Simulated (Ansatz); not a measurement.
The starting structures come from a database of crystals and need not be the phases stable at ambient conditions.

 Where the default PAW files enter, the runs use the earlier of Ansatz's two default sets.

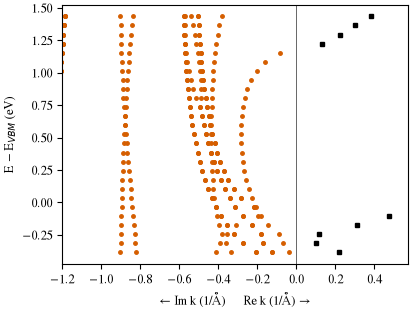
Figure: Complex bands at the centre of the two-dimensional zone; r2SCAN (Ansatz, a program for electronic structure)

No gap correction and no spin-orbit coupling; mid-gap values are interpolated between computed energies.

**Question.** This is ReNCl4 (I4, not sure to be the ambient phase, 6 atoms a cell, 23.2 Å³ an atom) along the normal of (100). Read off the slowest decay at the centre of the two-dimensional zone at 0.59 eV, the computed energy nearest the middle of the gap.

**Answer.** κ ≈ 0.28 1/Å, a decay length 1/(2κ) of the density of 1.8 Å.
